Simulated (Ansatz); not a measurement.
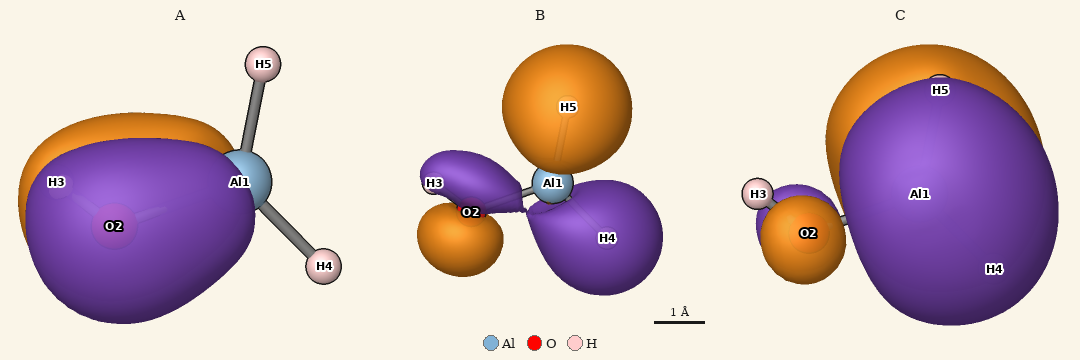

*AlH3O. Three frontier orbitals at ±0.08 Å⁻³ᐟ² (orange and purple are the two phases), in no order.*

Level of theory: RKS PBE-D4/def2-SVPD in Ansatz.

```xyz
5

Al    0.4766   -0.0039    0.0411
O     0.7433   -0.1551    1.7515
H     0.0204   -0.2452    2.3906
H     1.7967    0.1322   -0.8303
H    -1.0110   -0.0094   -0.5355
```

### Which picture is the HOMO−1, the HOMO and the LUMO?

A is the HOMO−1 (−7.66 eV). By Hirshfeld shares it lies mainly on O2 (about 80 %); it changes sign across the molecular plane (π type). B is the HOMO (−7.12 eV). Its weight (Hirshfeld) is mainly on H5 (about 30 %), Al1 (about 30 %), H4 (about 20 %) and O2 (about 20 %); it is symmetric in the molecular plane (an in-plane orbital: σ, lone-pair or in-plane π type). C is the LUMO (−1.85 eV). By Hirshfeld shares it lies mainly on Al1 (about 80 %), O2 (about 10 %), H5 (about 5 %) and H4 (about 5 %); it changes sign across the molecular plane (π type).

### What is the HOMO–LUMO gap?

5.27 eV between the orbital energies.
